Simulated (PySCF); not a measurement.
Molecule: C8H14, SMILES C=CC1CCCCC1, singlet. Atoms near the plane z = 1.5 Å, at the GFN2-xTB optimised geometry (x, y, z in Å): C1 (-2.1, -1.4, 2.1), C2 (-1.3, -0.6, 1.3), C3 (-0.8, -1.1, 0.0), C7 (1.3, 0.3, 0.0), C8 (0.7, -1.1, 0.0), H9 (-2.4, -2.4, 1.8), H10 (-2.5, -1.0, 3.0), H11 (-1.1, 0.4, 1.6), H12 (-1.1, -2.1, -0.2), H15 (-1.1, 1.7, -0.3), H19 (1.1, 0.8, 0.9), H20 (2.4, 0.3, 0.0), H22 (1.1, -1.6, 0.9).

Calculation: B3LYP/def2-SVP (PySCF). Cells within 0.4 Å of a nucleus heavier than hydrogen are left out (blank, or x). The values are rescaled to run from 0 to 1.

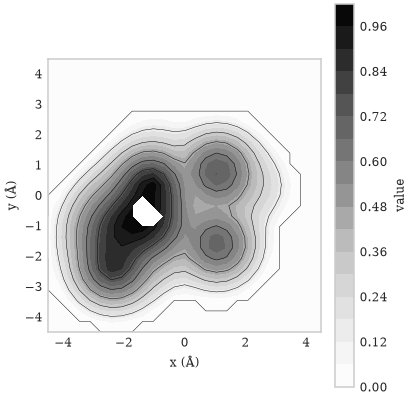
*a field on the plane z = 1.5 Å.*

### Question
Which quantity is mapped?
A. Laplacian of the electron density
B. electrostatic potential
C. deformation density (molecule minus spherical neutral atoms)
D. log10 of the electron density

### Answer
D, log10 of the electron density. In full: log10 of the electron density (e/bohr³), floored at −4.
